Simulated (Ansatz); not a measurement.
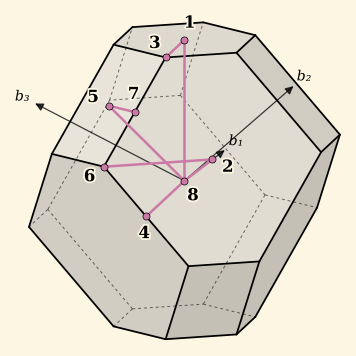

For Be₂N, coordinates from a relaxation with DFT PBE, scalar-relativistic, plane waves, PAW (Ansatz); the starting structure was generated, so it need not be a known form of this composition: the first Brillouin zone of a rhombohedral lattice (hR; extended symbol hR1) is drawn with its special points numbered. All values are computed from the atomic coordinates in the standard setting (tolerance 0.002 Å).

a = 3.431 Å, b = 3.431 Å, c = 6.580 Å, α = 90.00°, β = 90.00°, γ = 120.00°.

Labels and path follow the convention of Hinuma et al. (2017), as computed by seekpath; the arrows show the directions of the reciprocal primitive vectors b₁, b₂, b₃, in which coordinates are given.

Give the label and coordinates of each numbered point.

```json
{"no.": "1", "label": "T", "coordinates": "(1/2, 1/2, 1/2)"}
{"no.": "2", "label": "L", "coordinates": "(1/2, 0, 0)"}
{"no.": "3", "label": "H₂", "coordinates": "(0.697, 0.303, 1/2)"}
{"no.": "4", "label": "S₀", "coordinates": "(0.401, −0.401, 0)"}
{"no.": "5", "label": "F", "coordinates": "(1/2, 0, 1/2)"}
{"no.": "6", "label": "H₀", "coordinates": "(1/2, −0.303, 0.303)"}
{"no.": "7", "label": "S₂", "coordinates": "(0.599, 0, 0.401)"}
{"no.": "8", "label": "Γ", "coordinates": "(0, 0, 0)"}
```
